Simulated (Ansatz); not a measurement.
The calculation's input:

```
crystal:
  periodic: [false, false, false]
  atoms:
    - {symbol: C, position_ang: [-0.687937, -1.936617, -0.803759]}
    - {symbol: C, position_ang: [0.371212, -1.565542, -1.565187]}
    - {symbol: F, position_ang: [2.479714, 0.414144, -1.950549]}
    - {symbol: Si, position_ang: [1.245068, -0.072190, -1.113375]}
    - {symbol: H, position_ang: [-1.253865, -2.837283, -1.035448]}
    - {symbol: H, position_ang: [-1.031444, -1.374470, 0.063737]}
    - {symbol: H, position_ang: [0.684079, -2.154610, -2.425369]}
    - {symbol: H, position_ang: [0.900413, 0.789082, 0.026525]}
basis:
  gaussian: {orbitals: def2-TZVPD}
output: {forces: true, orbitals: {seedname: orbitals}}
hamiltonian: {xc: pbe0}
total_charge: 1
```

Launched as:

```sh
ansatz run input.yaml --threads 1 --pin off --max-ram 2610MiB --events-out events.jsonl --progress --plain --runs-dir runs
```

Geometry: B3LYP/6-31G*.

Level of theory: Ansatz, isolated molecule in a Gaussian basis; Kohn-Sham density functional theory, functional PBE0.

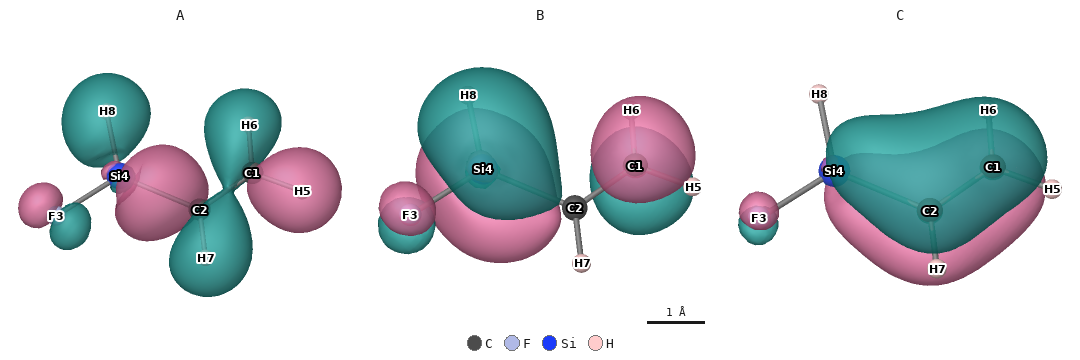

C$_{2}$H$_{4}$FSi (SMILES C=C[SiH+]F) (charge +1). Three frontier orbitals at ±0.1 Å⁻³ᐟ² (teal and pink are the two phases), in no order.

**Order the three orbitals by energy and name them.**

A is the HOMO−1 (−15.72 eV). By Hirshfeld shares it lies mainly on C2 (about 25 %), Si4 (about 20 %), C1 (about 15 %), H5 (about 10 %), H7 (about 10 %) and H8 (about 10 %); it is symmetric in the molecular plane (an in-plane orbital: σ, lone-pair or in-plane π type). C is the HOMO (−14.68 eV). It lies mainly on C2 (about 45 %), C1 (about 35 %) and Si4 (about 15 %); it changes sign across the molecular plane (π type); π-bonding across C1–C2 and C2–Si4. B is the LUMO (−8.65 eV). By Hirshfeld shares it lies mainly on Si4 (about 55 %), C1 (about 25 %) and C2 (about 10 %); it changes sign across the molecular plane (π type); π-antibonding (a node) across C1–C2.

**What is the HOMO–LUMO gap?**

6.03 eV between the orbital energies.
